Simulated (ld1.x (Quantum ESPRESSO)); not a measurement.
# Pseudopotential generation for Sn: PAW, PBE

Task: generate the file, and judge it by its errors in other configurations, its logarithmic derivatives, its ghosts and its cutoff.

Program: ld1.x (Quantum ESPRESSO) 7.5. Reference atom: PBE, scalar-relativistic, spherical and spin-unpolarised. All values are calculated.

## (1) The atom and the settings

The settings as typed:

```json
{"element": "tin (Sn, Z = 50)", "type": "PAW", "frozen core": "[Kr]", "valence charge": "14", "reference configuration": "4d10 5s2 5p2", "partial waves": "5s (bound): rcut 1.65, rcutus 2.05 bohr; 5s channel at -0.05 Ry: rcut 1.65, rcutus 2.05 bohr; 5p (bound): rcut 1.90, rcutus 2.50 bohr; 5p channel at 5.05 Ry: rcut 1.90, rcutus 2.50 bohr; 4d (bound): rcut 1.10, rcutus 1.35 bohr; 4d channel at -0.6 Ry: rcut 1.10, rcutus 1.35 bohr", "local potential": "all-electron potential smoothed inside 1.60 bohr (lloc = -1)", "core correction": "Bessel-smoothed model core inside 0.75 bohr", "augmentation charge": "BESSEL, radius 1.05 bohr"}
```

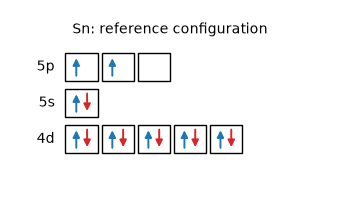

The outer shells as boxes. The arrows follow Hund's rule for the drawing; the calculation itself is spin-unpolarised.

The nodes and maxima of the atom's own shells, from an earlier all-electron run, set the scale for the radii.

All-electron outer shells of the reference configuration (PBE, scalar-relativistic, ld1.x):

```tsv
shell	level (eV)	outermost node (bohr)	outermost maximum (bohr)
4s	-133.93	0.40	0.74
4p	-89.70	0.41	0.79
4d	-25.84	0.39	0.88
5s	-10.55	0.98	2.01
5p	-3.69	1.09	2.55
```

## (2) Generating the potential

Contents of Sn.in:

```
 &input
   title='Sn', zed=50., rel=1, dft='PBE', iswitch=3,
   config='[Kr] 4d10 5s2 5p2',
   nld=3, rlderiv=2.70, eminld=-4.0, emaxld=5.0, deld=0.02
 /
 &inputp
   pseudotype=3, lpaw=.true., tm=.true., lloc=-1, rcloc=1.60,
   nlcc=.true., new_core_ps=.true., rcore=0.75,
   which_augfun='BESSEL', rmatch_augfun=1.05,
   file_pseudopw='Sn.UPF', file_wfcaegen='ae.wfc', file_wfcncgen='nc.wfc', file_beta='beta', file_chi='chi', file_wfcusgen='us.wfc'
 /
6
5S  1  0   2.00   0.00  1.65  2.05  0.0
5S  1  0   0.00  -0.05  1.65  2.05  0.0
5P  2  1   2.00   0.00  1.90  2.50  0.0
5P  2  1   0.00   5.05  1.90  2.50  0.0
4D  3  2  10.00   0.00  1.10  1.35  0.0
4D  3  2   0.00  -0.60  1.10  1.35  0.0
 &test
   configts(1)='4d10 5s2 5p2'
 /
```

Started as:

```bash
ld1.x < Sn.in > Sn.out
```

What the program wrote to Sn.out (without the banner and most projector matrices):

```text
     Program LD1 v.7.5
     --------------------------- All-electron run ----------------------------

     Sn
     scalar relativistic calculation

     atomic number is 50.00
     dft =PBE   lsd =0 sic =0 latt =0  beta=0.20 tr2=1.0E-14
     Exchange-correlation= PBE
                           (   1   4   3   4   0   0   0)
     mesh =1243 r(mesh) = 100.78374 a.u. xmin = -7.00 dx = 0.01250
     1 Ry =  13.60569312 eV, c = 137.03599908

     n l     nl                  e(Ry)          e(Ha)          e(eV)
     1 0     1S 1( 2.00)     -2132.5094     -1066.2547    -29014.2686
     2 0     2S 1( 2.00)      -321.9321      -160.9660     -4380.1088
     2 1     2P 1( 6.00)      -288.9932      -144.4966     -3931.9523
     3 0     3S 1( 2.00)       -62.1247       -31.0624      -845.2497
     3 1     3P 1( 6.00)       -51.3616       -25.6808      -698.8107
     4 0     4S 1( 2.00)        -9.8437        -4.9218      -133.9301
     4 1     4P 1( 6.00)        -6.5928        -3.2964       -89.7001
     3 2     3D 1(10.00)       -34.7961       -17.3980      -473.4246
     4 2     4D 1(10.00)        -1.8991        -0.9496       -25.8391
     5 0     5S 1( 2.00)        -0.7753        -0.3877       -10.5488
     5 1     5P 1( 2.00)        -0.2715        -0.1358        -3.6941

     final scf error:  8.2E-15 reached in  31 iterations

     Etot =  -12354.410875 Ry,   -6177.205437 Ha, -168090.323077 eV

     Ekin =   12899.149735 Ry,    6449.574868 Ha,  175501.872843 eV
     Encl =  -29875.374000 Ry,  -14937.687000 Ha, -406475.170578 eV
     Eh   =    4951.344976 Ry,    2475.672488 Ha,   67366.480290 eV
     Exc  =    -329.531586 Ry,    -164.765793 Ha,   -4483.505633 eV

     normalization and overlap integrals

     s(1S/1S) =  1.000000  <r> =   0.0291  <r2> =    0.0011  r(max) =   0.0188
     s(2S/2S) =  1.000000  <r> =   0.1255  <r2> =    0.0186  r(max) =   0.1054
     s(2P/2P) =  1.000000  <r> =   0.1096  <r2> =    0.0147  r(max) =   0.0853
     s(3S/3S) =  1.000000  <r> =   0.3393  <r2> =    0.1317  r(max) =   0.3090
     s(3P/3P) =  1.000000  <r> =   0.3377  <r2> =    0.1323  r(max) =   0.3013
     s(4S/4S) =  1.000000  <r> =   0.8186  <r2> =    0.7582  r(max) =   0.7412
     s(4P/4P) =  1.000000  <r> =   0.8859  <r2> =    0.8969  r(max) =   0.7890
     s(3D/3D) =  1.000000  <r> =   0.3146  <r2> =    0.1175  r(max) =   0.2498
     s(4D/4D) =  1.000000  <r> =   1.0991  <r2> =    1.4383  r(max) =   0.8829
     s(5S/5S) =  1.000000  <r> =   2.3966  <r2> =    6.5684  r(max) =   2.0147
     s(5P/5P) =  1.000000  <r> =   3.2510  <r2> =   12.4120  r(max) =   2.5548

     ------------------------ End of All-electron run ------------------------

     --------------------- Generating PAW atomic setup --------------------

      Generating local potential from pseudized AE potential:
      Matching radius rcloc =   1.6000

      Local pseudo, rcloc= 1.589 Estimated cut-off energy=     9.93 Ry

      Computing core charge for nlcc:

       r > 0.75 : true rho core
      Core charge pseudized with two Bessel functions
      Integrated core pseudo-charge :  11.48
      Wfc-us  5S rcutus= 2.040  Estimated cut-off energy=    10.73 Ry
      Wfc-us  5S rcutus= 2.040  Estimated cut-off energy=    11.82 Ry
      Wfc-us  5P rcutus= 2.492  Estimated cut-off energy=    11.99 Ry
      Wfc-us  5P rcutus= 2.492  Estimated cut-off energy=    25.83 Ry
      Wfc-us  4D rcutus= 1.334  Estimated cut-off energy=    65.59 Ry
      Wfc-us  4D rcutus= 1.334  Estimated cut-off energy=    72.46 Ry

     Required augmentation: BESSEL   radius:    1.050000
     Suggested rho cutoff for augmentation:  89.75 Ry

     Estimated PAW energy = -441.783068 Ryd

     The PAW screened D coefficients
     1.65573     1.47353     0.00000     0.00000     0.00000     0.00000
     1.47353     1.31268     0.00000     0.00000     0.00000     0.00000
     0.00000     0.00000     0.55191     0.65542     0.00000     0.00000
     0.00000     0.00000     0.65542     1.27445     0.00000     0.00000
     0.00000     0.00000     0.00000     0.00000    -2.62217    -1.59634
     0.00000     0.00000     0.00000     0.00000    -1.59634    -0.96765

     The PAW descreened D coefficients (US)
    -0.19015    -0.18641     0.00000     0.00000     0.00000     0.00000
    -0.18641    -0.17917     0.00000     0.00000     0.00000     0.00000
     0.00000     0.00000    -0.59255    -0.22783     0.00000     0.00000
     0.00000     0.00000    -0.22783     0.77576     0.00000     0.00000
     0.00000     0.00000     0.00000     0.00000    -0.96959    -0.47724
     0.00000     0.00000     0.00000     0.00000    -0.47724    -0.21597

     ------------------- End of pseudopotential generation -------------------

     [... the all-electron block is printed once more ...]


     Computing logarithmic derivative in   2.70269
     Computing logarithmic derivative in   2.70269
     Computing the partial wave expansion
     R is outside the sphere for l=    0 j= 0.00
     R is outside the sphere for l=    0 j= 0.00
     R is outside the sphere for l=    1 j= 0.00
     R is outside the sphere for l=    1 j= 0.00
     R is outside the sphere for l=    2 j= 0.00
     R is outside the sphere for l=    2 j= 0.00

     ---------------------- Testing the pseudopotential ----------------------

     Sn
     scalar relativistic calculation

     atomic number is 50.00   valence charge is 14.00
     dft = SLA  PW   PBX  PBC   lsd =0 sic =0 latt =0  beta=0.20 tr2=1.0E-14
     mesh =1243 r(mesh) = 100.78374 xmin = -7.00 dx = 0.01250

     n l     nl             e AE (Ry)        e PS (Ry)    De AE-PS (Ry)
     3 2     4D   1(10.00)       -1.89914       -1.89916        0.00001
     1 0     5S   1( 2.00)       -0.77532       -0.77533        0.00000
     2 1     5P   1( 2.00)       -0.27151       -0.27151        0.00000

     eps = 4.6E-15  iter =  4

     Etot =  -12354.410875 Ry,   -6177.205437 Ha, -168090.323077 eV
     Etotps =  -441.783129 Ry,    -220.891564 Ha,   -6010.765679 eV

     Ekin =     256.116325 Ry,     128.058162 Ha,    3484.640121 eV
     Encl =    -489.160962 Ry,    -244.580481 Ha,   -6655.373939 eV
     Ehrt =     120.793067 Ry,      60.396534 Ha,    1643.473406 eV
     Ecxc =    -329.531559 Ry,    -164.765780 Ha,   -4483.505267 eV
     (Ecc =     -23.385813 Ry,     -11.692907 Ha,    -318.180201 eV)

     ---------------------- End of pseudopotential test ----------------------
```

It took 2.9 s on 1 thread of Neoverse-N1, shared host. This counts the later configuration tests of the new file too.

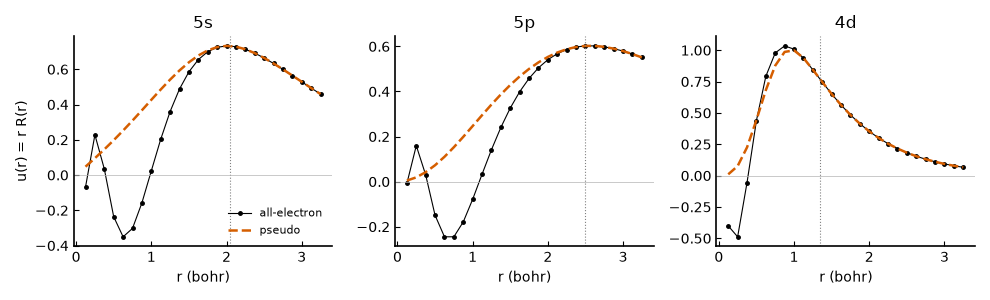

All-electron and pseudo partial waves (5s, 5p, 4d), with the matching radii dotted. The curves join 26 sampled radii, too few to resolve the innermost nodes.

## (3) Testing the new file in other configurations

Contents of Sn.test.in:

```
 &input
   title='Sn', zed=50., rel=1, dft='PBE', iswitch=2,
   config='[Kr] 4d10 5s2 5p2'
 /
 &test
   file_pseudo='Sn.UPF', nconf=8,
   configts(1)='4d10 5s2 5p2',
   configts(2)='4d10 5s2 5p1',
   configts(3)='4d10 5s2 5p0',
   configts(4)='4d10 5s1 5p0',
   configts(5)='4d10 5s2 5p2.3',
   configts(6)='4d10 5s0 5p4',
   configts(7)='4d9 5s2 5p3',
   configts(8)='4d10 5s2 5p1.5'
 /
```

Started as:

```bash
ld1.x < Sn.test.in > Sn.test.out
```

Sn.test.out, the pseudopotential blocks:

```text
     ---------------------- Testing the pseudopotential ----------------------

     Sn
     scalar relativistic calculation

     atomic number is 50.00   valence charge is 14.00
     dft =SLA  PW   PBX  PBC   lsd =0 sic =0 latt =0  beta=0.20 tr2=1.0E-14
     mesh =1243 r(mesh) = 100.78374 xmin = -7.00 dx = 0.01250

     n l     nl             e AE (Ry)        e PS (Ry)    De AE-PS (Ry)
     3 2     4D   1(10.00)       -1.89914       -1.89916        0.00001
     1 0     5S   1( 2.00)       -0.77532       -0.77533        0.00000
     2 1     5P   1( 2.00)       -0.27151       -0.27151        0.00000

     eps = 4.6E-15  iter =  4

     Etot =  -12354.410875 Ry,   -6177.205437 Ha, -168090.323077 eV
     Etotps =  -441.783129 Ry,    -220.891564 Ha,   -6010.765679 eV

     Ekin =     256.116325 Ry,     128.058162 Ha,    3484.640121 eV
     Encl =    -489.160962 Ry,    -244.580481 Ha,   -6655.373939 eV
     Ehrt =     120.793067 Ry,      60.396534 Ha,    1643.473406 eV
     Ecxc =    -329.531559 Ry,    -164.765780 Ha,   -4483.505267 eV
     (Ecc =     -23.385813 Ry,     -11.692907 Ha,    -318.180201 eV)

     ---------------------- End of pseudopotential test ----------------------

     ---------------------- Testing the pseudopotential ----------------------

     Sn
     [...]
     n l     nl             e AE (Ry)        e PS (Ry)    De AE-PS (Ry)
     3 2     4D   1(10.00)       -2.48469       -2.48725        0.00256
     1 0     5S   1( 2.00)       -1.30909       -1.30894       -0.00015
     2 1     5P   1( 1.00)       -0.75374       -0.75222       -0.00151

     eps = 5.6E-15  iter = 17

     Etot =  -12353.905608 Ry,   -6176.952804 Ha, -168083.448573 eV
     Etotps =  -441.278408 Ry,    -220.639204 Ha,   -6003.898598 eV
     dEtot_ae =       0.505267 Ry
     dEtot_ps =       0.504721 Ry,   Delta E=       0.000546 Ry

     [...]
     ---------------------- End of pseudopotential test ----------------------

     ---------------------- Testing the pseudopotential ----------------------

     Sn
     [...]
     n l     nl             e AE (Ry)        e PS (Ry)    De AE-PS (Ry)
     3 2     4D   1(10.00)       -3.17575       -3.18176        0.00601  !
     1 0     5S   1( 2.00)       -1.91763       -1.91592       -0.00172
     2 1     5P   1( 0.00)       -1.30765       -1.30145       -0.00620  !

     eps = 5.6E-15  iter = 19

     Etot =  -12352.880119 Ry,   -6176.440059 Ha, -168069.496083 eV
     Etotps =  -440.256353 Ry,    -220.128177 Ha,   -5989.992838 eV
     dEtot_ae =       1.530756 Ry
     dEtot_ps =       1.526776 Ry,   Delta E=       0.003980 Ry

     [...]
     ---------------------- End of pseudopotential test ----------------------

     ---------------------- Testing the pseudopotential ----------------------

     Sn
     [...]
     n l     nl             e AE (Ry)        e PS (Ry)    De AE-PS (Ry)
     3 2     4D   1(10.00)       -4.04706       -4.05636        0.00930  !
     1 0     5S   1( 1.00)       -2.64311       -2.64097       -0.00214
     2 1     5P   1( 0.00)       -1.96962       -1.96055       -0.00907  !

     eps = 1.4E-16  iter = 12

     Etot =  -12350.603760 Ry,   -6175.301880 Ha, -168038.524645 eV
     Etotps =  -437.981508 Ry,    -218.990754 Ha,   -5959.041995 eV
     dEtot_ae =       3.807115 Ry
     dEtot_ps =       3.801621 Ry,   Delta E=       0.005494 Ry

     [...]
     ---------------------- End of pseudopotential test ----------------------

     ---------------------- Testing the pseudopotential ----------------------

     Sn
     [...]
     n l     nl             e AE (Ry)        e PS (Ry)    De AE-PS (Ry)
     3 2     4D   1(10.00)       -1.75141       -1.75090       -0.00050
     1 0     5S   1( 2.00)       -0.63645       -0.63636       -0.00009
     2 1     5P   1( 2.30)       -0.14657       -0.14665        0.00008

     eps = 3.7E-15  iter = 18

     Etot =  -12354.473285 Ry,   -6177.236643 Ha, -168091.172217 eV
     Etotps =  -441.845554 Ry,    -220.922777 Ha,   -6011.615010 eV
     dEtot_ae =      -0.062411 Ry
     dEtot_ps =      -0.062425 Ry,   Delta E=       0.000014 Ry

     [...]
     ---------------------- End of pseudopotential test ----------------------

     ---------------------- Testing the pseudopotential ----------------------

     Sn
     [...]
     n l     nl             e AE (Ry)        e PS (Ry)    De AE-PS (Ry)
     3 2     4D   1(10.00)       -2.10929       -2.09809       -0.01120  !
     1 0     5S   1( 0.00)       -0.89659       -0.89301       -0.00358
     2 1     5P   1( 4.00)       -0.35892       -0.36004        0.00112

     eps = 9.6E-15  iter = 21

     Etot =  -12353.368240 Ry,   -6176.684120 Ha, -168076.137310 eV
     Etotps =  -440.744064 Ry,    -220.372032 Ha,   -5996.628477 eV
     dEtot_ae =       1.042635 Ry
     dEtot_ps =       1.039065 Ry,   Delta E=       0.003569 Ry

     [...]
     ---------------------- End of pseudopotential test ----------------------

     ---------------------- Testing the pseudopotential ----------------------

     Sn
     [...]
     n l     nl             e AE (Ry)        e PS (Ry)    De AE-PS (Ry)
     3 2     4D   1( 9.00)       -2.32176       -2.32438        0.00262
     1 0     5S   1( 2.00)       -0.91758       -0.91418       -0.00340
     2 1     5P   1( 3.00)       -0.35217       -0.35514        0.00297

     eps = 8.9E-15  iter = 17

     Etot =  -12352.612679 Ry,   -6176.306339 Ha, -168065.857372 eV
     Etotps =  -439.984467 Ry,    -219.992234 Ha,   -5986.293637 eV
     dEtot_ae =       1.798196 Ry
     dEtot_ps =       1.798662 Ry,   Delta E=      -0.000466 Ry

     [...]
     ---------------------- End of pseudopotential test ----------------------

     ---------------------- Testing the pseudopotential ----------------------

     Sn
     [...]
     n l     nl             e AE (Ry)        e PS (Ry)    De AE-PS (Ry)
     3 2     4D   1(10.00)       -2.17631       -2.17747        0.00116
     1 0     5S   1( 2.00)       -1.03071       -1.03076        0.00005
     2 1     5P   1( 1.50)       -0.50178       -0.50131       -0.00046

     eps = 1.2E-16  iter = 16

     Etot =  -12354.218616 Ry,   -6177.109308 Ha, -168087.707269 eV
     Etotps =  -441.590961 Ry,    -220.795481 Ha,   -6008.151105 eV
     dEtot_ae =       0.192258 Ry
     dEtot_ps =       0.192168 Ry,   Delta E=       0.000091 Ry

     [...]
     ---------------------- End of pseudopotential test ----------------------
```

Excitation and ionisation energies from 4d10 5s2 5p2, with the error of the potential.

| valence configuration | charge | ΔE all-electron (eV) | error AE − PS (meV) |
| --- | --- | --- | --- |
| 4d10 5s2 5p1 | +1 | 6.875 | +7.4 |
| 4d10 5s2 5p0 | +2 | 20.827 | +54 |
| 4d10 5s1 5p0 | +3 | 51.798 | +75 |
| 4d10 5s2 5p2.3 | -0.3 | -0.849 | +0.2 |
| 4d10 5s0 5p4 | 0 | 14.186 | +49 |
| 4d9 5s2 5p3 | 0 | 24.466 | -6.3 |
| 4d10 5s2 5p1.5 | +0.5 | 2.616 | +1.2 |

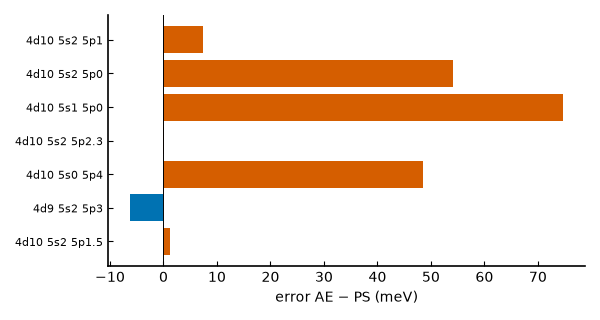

Error of the potential in each test configuration.

## (4) Logarithmic derivatives

Taken from the files of the generation run. The phase is arctan(r·u′/u) with u = r·R, unwrapped, with energies in Ry. A pole is an energy at which the radial function vanishes at the test radius. The pseudo phase is shifted by a multiple of π to meet the all-electron one at the reference energy. Levels narrower than the energy grid can be missing from the poles. The last column is the largest difference on the grid between −1 and +1 Ry.

| channel | radius (bohr) | reference (Ry) | poles AE | poles PS | window around the reference with phases within 0.05 rad (Ry) | largest difference near zero (rad) |
| --- | --- | --- | --- | --- | --- | --- |
| s | 2.70 | -0.78 | 0.41 | -2.81, 0.41 | -2.8 to 3.7 | 0.000 |
| p | 2.70 | -0.27 | 1.61 | 1.59 | the whole range | 0.002 |
| d | 2.70 | -1.90 | -1.84, 3.78 | -1.84, 3.78 | the whole range | 0.000 |

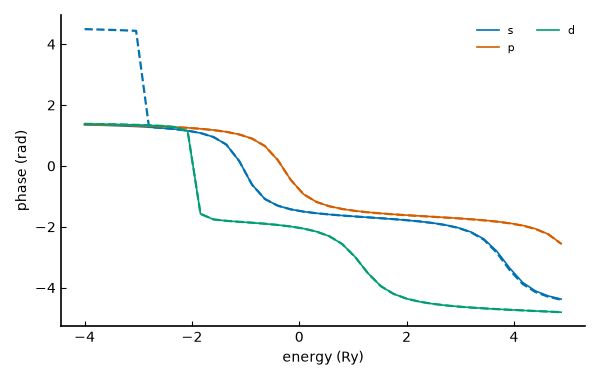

Phases by channel: all-electron solid, pseudo dashed.

## (5) Plane-wave convergence, by spherical Bessel functions

A separate test, outside the generator: the pseudo-atom's Hamiltonian at the reference potential is diagonalised in spherical Bessel functions j_l(qr) that vanish at 20 bohr, with q² up to the cutoff.

All-electron valence levels (Ry): 5s -0.7753, 5p -0.2715, 4d -1.8991. The lowest levels of each channel (Ry) by cutoff; the last column sums, over occupied levels, occupation times the distance from the level at 400 Ry. A positive value at high cutoff is not a bound level.

| cutoff (Ry) | s #1 | s #2 | p #1 | d #1 | f #1 | Σ f·Δε (mRy) |
| --- | --- | --- | --- | --- | --- | --- |
| 8 | -0.7738 | -0.0330 | -0.2712 | -0.0289 | 0.1045 | 18706.5 |
| 12 | -0.7752 | -0.0332 | -0.2715 | -0.2171 | 0.1045 | 16821.6 |
| 21 | -1.5324 | -0.7753 | -0.2715 | -0.8754 | 0.1045 | 10238.0 |
| 30 | -2.4353 | -0.7753 | -0.2715 | -1.4161 | 0.1045 | 4831.2 |
| 45 | -2.7181 | -0.7753 | -0.2715 | -1.8549 | 0.1045 | 442.9 |
| 55 | -2.7360 | -0.7753 | -0.2715 | -1.8955 | 0.1045 | 37.4 |
| 80 | -2.7407 | -0.7753 | -0.2715 | -1.8982 | 0.1045 | 9.8 |
| 100 | -2.7407 | -0.7753 | -0.2715 | -1.8990 | 0.1045 | 1.9 |
| 140 | -2.7407 | -0.7753 | -0.2715 | -1.8991 | 0.1045 | 0.7 |
| 180 | -2.7407 | -0.7753 | -0.2715 | -1.8992 | 0.1045 | 0.2 |
| 400 | -2.7407 | -0.7753 | -0.2715 | -1.8992 | 0.1045 | 0.0 |

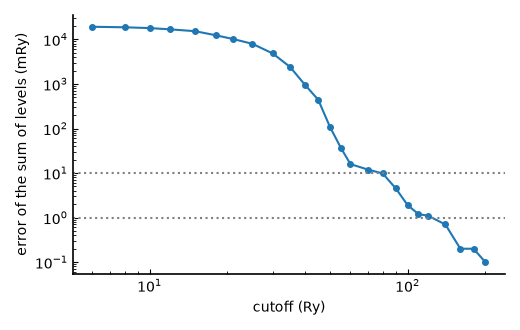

Occupation-weighted error of the valence levels against the cutoff; the dotted lines mark 10 and 1 mRy.

The sum stays within 10 mRy from 80 Ry and within 1 mRy from 140 Ry. The sum leaves out empty levels, which can need more. Ghost test: ghost state, bound below the all-electron valence or empty levels of the same l: s at -37.3 eV.

## (6) What came out

```
                                                quantity                      value
               cutoffs for 10 and 1 mRy, occupied levels           80 Ry and 140 Ry
                                            bound ghosts             s at -37.29 eV
                            largest test error (AE − PS)  +75 meV, for 4d10 5s1 5p0
largest phase difference near zero energy, channels read                  0.002 rad
         lowest eigenvalue of the overlap (Bessel basis)                  0.358 (s)
```

**Reading.** It has a bound ghost (s), a state that the atom doesn't have, and that rules the file out. The worst unpolarised test, 4d10 5s1 5p0, is off by 75 meV on 51.8 eV; by total energies transferability rates as fair. That test lies far up in energy; among those under 40 eV, nearer to bonding, the largest error is 54 meV. The potential is hard: the looser tolerance needs 80 Ry. The slowest occupied level is 4d: taken alone it needs 80 Ry to come within 1 mRy, against 10 Ry for 5s. Near zero energy the phases of the channels with partial waves agree within 0.002 rad. The pseudo curves have a pole with no partner nearby in the atom's: s at -2.81 Ry. These are tests on the free atom; a crystal test is still owed.
